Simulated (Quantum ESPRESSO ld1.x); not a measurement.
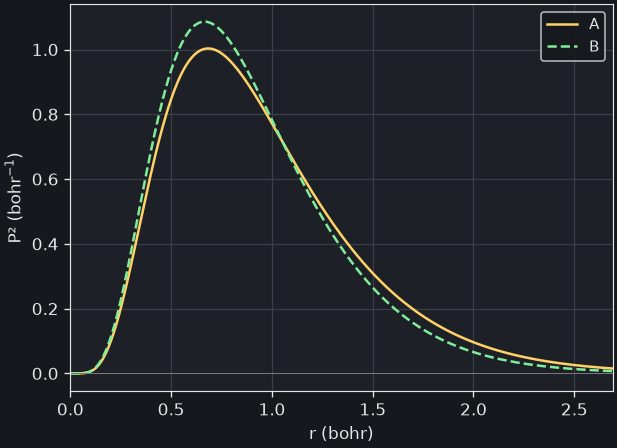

Two charge states of iron were computed: Fe³⁺ in [Ar] 3d5 (high spin); Fe⁴⁺ in [Ar] 3d4 (high spin). The calculation used Quantum ESPRESSO ld1.x 7.5 at this level: non-relativistic Kohn-Sham, LDA (Slater exchange, Perdew-Zunger correlation), spin-polarised, spherical densities, point nucleus, Perdew-Zunger self-interaction correction.

The plot shows P² of the 3d up orbital in both runs.

### Assign A and B.

A is Fe³⁺ in [Ar] 3d5 (high spin) (⟨r⟩ = 0.961 bohr, eigenvalue −55.4 eV); B is Fe⁴⁺ in [Ar] 3d4 (high spin) (⟨r⟩ = 0.900 bohr, eigenvalue −76.5 eV). Fewer electrons screen less, so the orbital shrinks.
